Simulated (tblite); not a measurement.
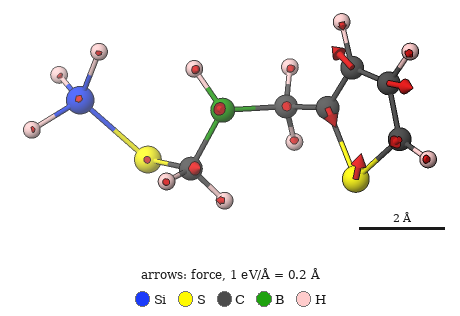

Starting geometry of C$_{6}$H$_{11}$BS$_{2}$Si with the computed forces as red arrows. A ball-and-stick model, seen at a tilt.

All numbers below come from tblite, GFN2-xTB geometry optimisation, gas phase. 

Question: Is this structure relaxed? If not, where do the atoms go?

Answer: It isn't relaxed: the largest force vector, on a C atom, is 4.49 eV/Å. The final displacements have little in common with the starting forces (cosine between the two patterns 0.20). The energy falls by 36.1 kcal/mol in 95 geometry steps. The atom that moves furthest after the best rigid fit is an H atom (0.77 Å). By element the largest moves are H 0.77 Å, S 0.73 Å, C 0.43 Å, Si 0.28 Å, B 0.26 Å. Among the contacts that change: B–S 2.726 → 2.065 Å, C–S 1.905 → 1.736 Å, C–S 1.890 → 1.724 Å, C–C 1.343 → 1.415 Å. Bond angles that change, for instance: S–C–B 106.7° → 74.2°, B–C–H 106.1° → 120.7°, B–C–H 111.1° → 123.3°. Groups turn about C–S by about 35°, S–Si by about 25°. Cost: 2.1 s on 1 thread of Arm Neoverse N1, on a shared host.
